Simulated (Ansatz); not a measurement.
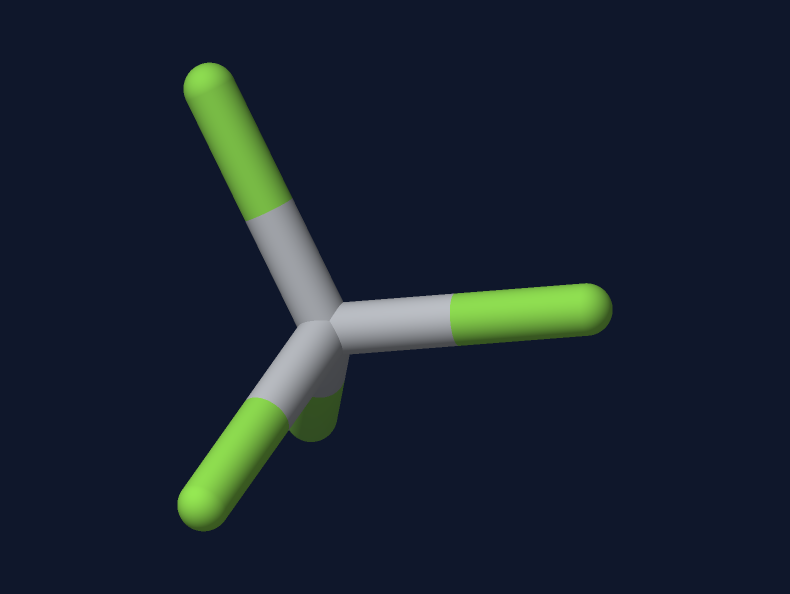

A stick model of a molecule. Colours: titanium light grey, fluorine green.

Charge 0, singlet. Computed geometry: PBE0-D4/def2-TZVP optimisation.

Which formula does it have?

Answer. TiF₄, 5 atoms: 1 titanium and 4 fluorine.

How many bonds of each kind are drawn?

Answer. 4 F–Ti. Sticks follow a distance rule.

What is the point group of this geometry?

Answer. Td.

How many sets of symmetry-equivalent atoms are there?

Answer. 2: 1 Ti, 4 F.

The parts below concern this one geometry. Atoms keep their numbers from picture to picture.

### Thermal motion

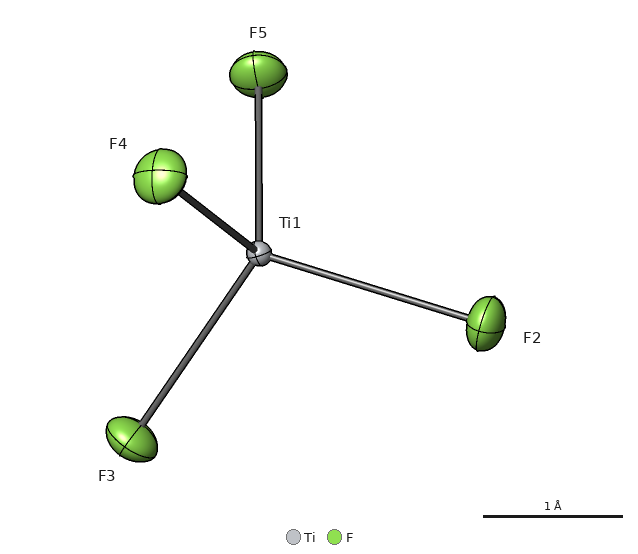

Displacement ellipsoids at the 50 % level, enlarged 2 times, from the internal vibrations of the free molecule (harmonic, no overall translation or rotation; no half-axis is drawn under 0.075 Å). Vibrations computed with RKS PBE0-D4/def2-TZVP (Ansatz 0.2.0). Temperature: 298 K.

Which atom has the largest mean-square displacement?

Answer. F2, F3, F4, F5, with U_eq = 0.0037 Å².

List U_eq and the three principal root-mean-square amplitudes for each kind of atom.

```csv
atom,U_eq (Å²),rms amplitudes (Å)
Ti1,0.00091,"0.030, 0.030, 0.030"
"F2, F3, F4, F5",0.0037,"0.045, 0.067, 0.067"
```

### Electronic properties

Level of theory: RKS PBE0-D4/def2-TZVPP (Ansatz 0.2.0).

Computed properties:

- HOMO energy (Kohn–Sham orbital): −12.52 eV
- LUMO energy (Kohn–Sham orbital): −3.10 eV
- HOMO–LUMO gap: 9.42 eV

### Charges

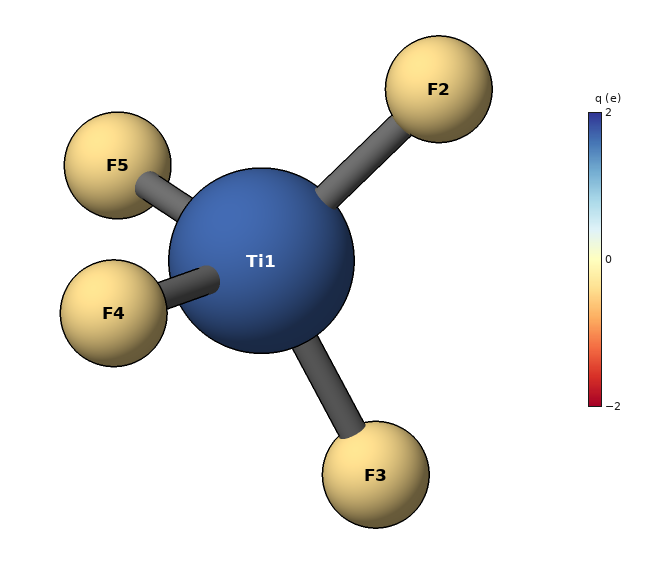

Atoms are coloured by their Mulliken charges. Method: RKS PBE0-D4/def2-TZVP (Ansatz 0.2.0).

Give the Mulliken charges atom by atom.

| atom | value (e) |
| --- | --- |
| Ti1 | 1.67 |
| F2 | −0.42 |
| F3 | −0.42 |
| F4 | −0.42 |
| F5 | −0.42 |

Mulliken values depend strongly on the basis set and can even reverse the polarity of a bond.
